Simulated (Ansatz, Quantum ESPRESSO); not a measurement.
# MoSi2N4, 1 layer: the gap on the mesh at a withheld member of a series

Method. Quantum ESPRESSO 7.5, PBE, SG15 norm-conserving. Cell and atoms are relaxed under PBE (GBRV files) and held. Screened hybrids with norm-conserving files, screening 0.106 per bohr, fixed occupations, a 9×9×1 mesh with exchange on 3×3×1 q points. Levels count from the potential in the middle of the vacuum. The series steps the share of short-range exact exchange (0.25 is HSE06, 0 is PBE).

```
share of short-range exact exchange  gap on the mesh (eV)
                                  0                 1.990
                                0.1                 2.232
                               0.15                 2.355
                                0.2                 2.481
                               0.25                 2.607
                                0.3                 2.736
```

One more run was made and is withheld. What is the gap on the mesh at 0.4?

**Fit.** The rows at 0.25 and 0.3 give a slope of (2.736 − (2.607))/(0.3 − (0.25)) = 2.58, so a straight line gives 2.994 eV. A parabola through these and the row at 0.2 gives 3.003 eV.

What the calculation gave: 2.997 eV. The line misses by −0.003 and the parabola by +0.006 eV. Both misses are under 5 % of the step from the nearer row.

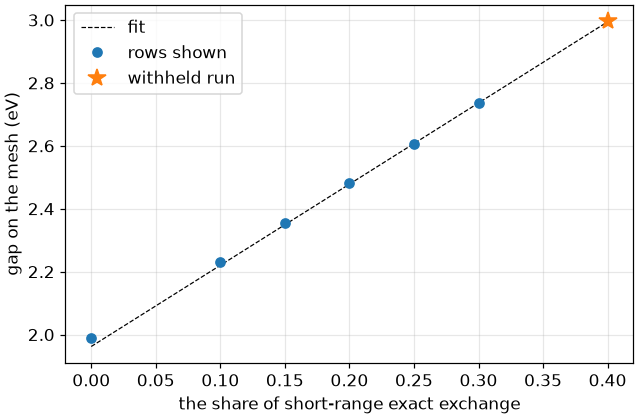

The rows shown, the fit and the withheld run.

Caveats: Gaps are those of the mesh; no spin-orbit coupling; the q mesh was not tested; the geometry stays that of PBE.

[Logs are printed without paths, hosts, clocks, repeated set-up lines and the standing remarks that a program may print on its own settings, such as how far it seeks lower states.]
